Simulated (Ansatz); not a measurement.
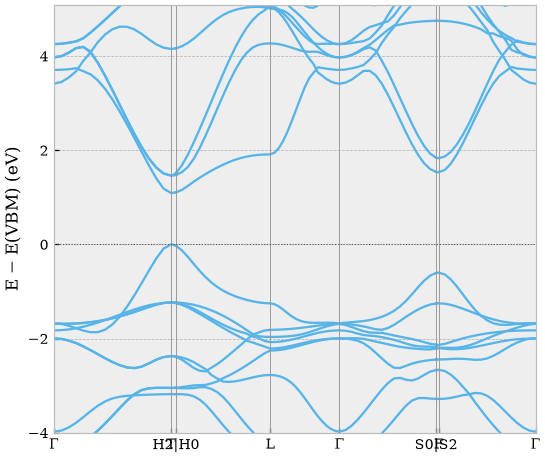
Figure: Band structure from the program Ansatz at the r²SCAN level (PAW)

**Question.** Read off the gap and where the band edges lie.

**Answer.** About 1.1 eV (1.10 eV by a search for the band edges); maximum at T, minimum at T.

The material is CsGeI$_{3}$ in space group R3m (No. 160; Cs on 3a, Ge on 3a, I on 9b).

The first step of the workflow began from a Materials Project structure, measured or hypothetical; the Crystallography Open Database files this formula in space group No. 160, but the cells were not matched. Whether it is the stable phase at ambient conditions was not checked. The r²SCAN relaxation kept the symmetry of its start; whether a distortion lowers the energy is not shown. Scalar-relativistic: spin–orbit coupling is off unless named, which matters more the heavier the elements.

Potentials: the later of the program's two PAW sets.
